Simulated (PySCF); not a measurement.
**C2H8FPSi2: density, localisation and related maps**

Input

```
{"job": {"kind": "nmr", "xc": "PBE0", "basis": "pcSseg-1"}, "charge": 0, "multiplicity": 1}
F      0.854635    -0.656779    -1.891690
C      0.188823    -0.349821    -0.742636
C      0.880062     0.086072     0.303140
Si     2.747682     0.336579     0.388515
Si    -1.684880    -0.624850    -0.871499
P     -2.510868     0.124125     1.069752
H      0.292905     0.311206     1.185265
H      3.336560     0.202158    -0.939434
H      3.290264    -0.668414     1.306931
H      2.976292     1.682828     0.922071
H     -1.978562    -2.058204    -0.974291
H     -2.175329     0.060602    -2.073568
H     -2.389283     1.467526     0.757608
H     -3.828980     0.086498     0.657771
```

Run with:

```sh
OMP_NUM_THREADS=1 python probes_run.py task.json out
```

Geometry: GFN2-xTB.

All numbers below come from PBE0/pcSseg-1, SCF density, gas phase, non-relativistic (PySCF 2.14.0).

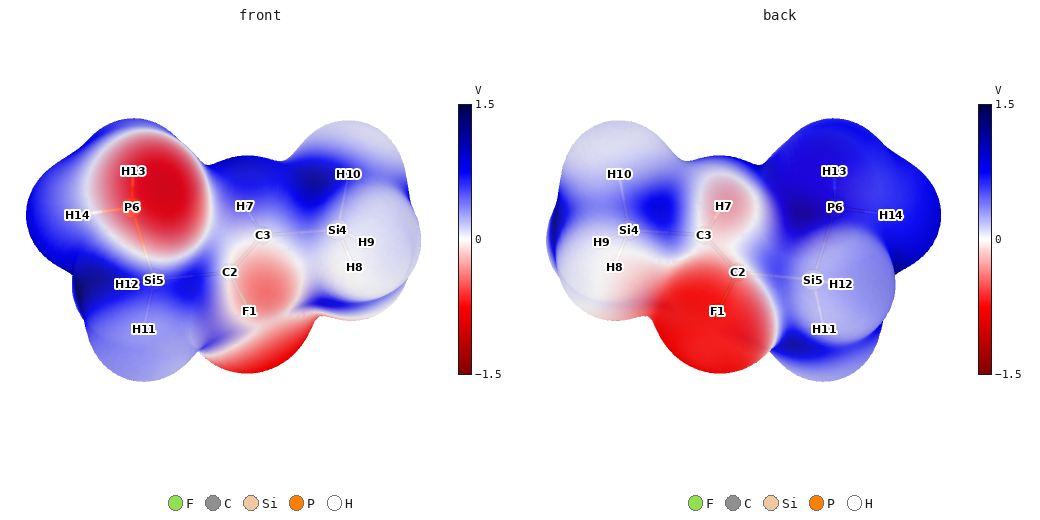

Figure 1. The electrostatic potential painted on the density surface at 0.002 e/bohr³, seen from the front and from behind; the colour scale runs from red (negative) to blue (positive).

Question: Which sites attract a positive test charge, and which a negative one?

Answer: A positive charge is drawn to the negative regions and a negative charge to the positive ones. The most negative region (about −0.8 V) lies over F1 and P6, the most positive (about +1.4 V) over Si5.

Question: What dipole moment does the calculation give?

Answer: Its dipole moment is 1.42 D.

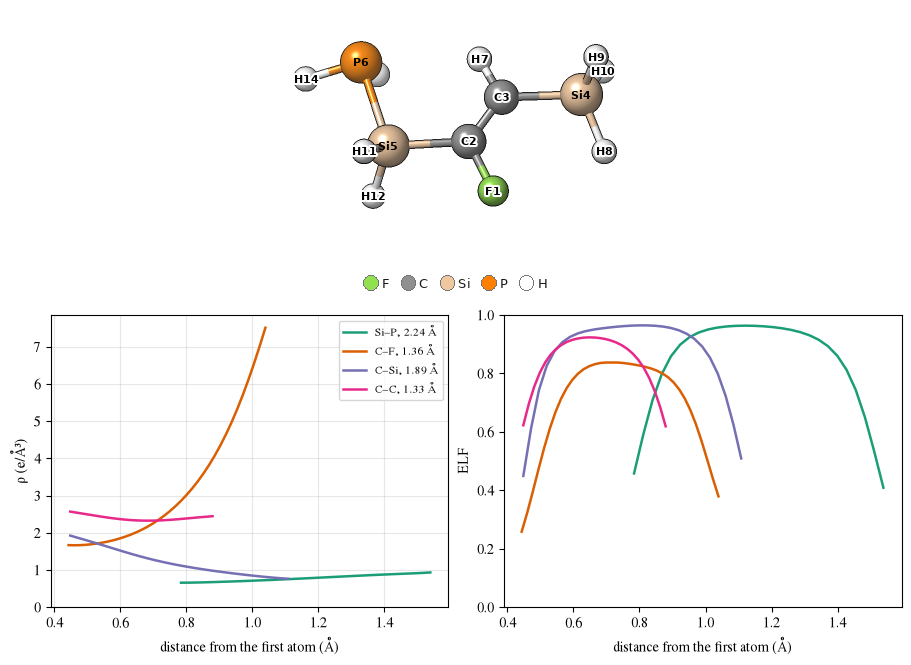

Figure 2. Electron density and electron localisation function along straight lines between neighbouring atoms. The curves leave out the atomic cores. The structure is drawn too.

Question: What can be read from the curves?

Answer: Si–P (2.24 Å): the density is about 0.76 e/Å³ at the midpoint; the ELF peaks at about 0.95 between the atoms; localised, covalent bonding.
C–F (1.36 Å): ρ at the midpoint is about 2.2 e/Å³, with its minimum of 1.7 e/Å³ about 0.5 Å from C; the ELF peaks at about 0.85 between the atoms (a shared but strongly polarised pair).
C–Si (1.89 Å): the density is about 0.91 e/Å³ at the midpoint; the ELF peaks at about 0.95 between the atoms; a shared electron pair.
C–C (1.33 Å): ρ is about 2.3 e/Å³ halfway; the ELF peaks at about 0.90 between the atoms: a multiple bond.
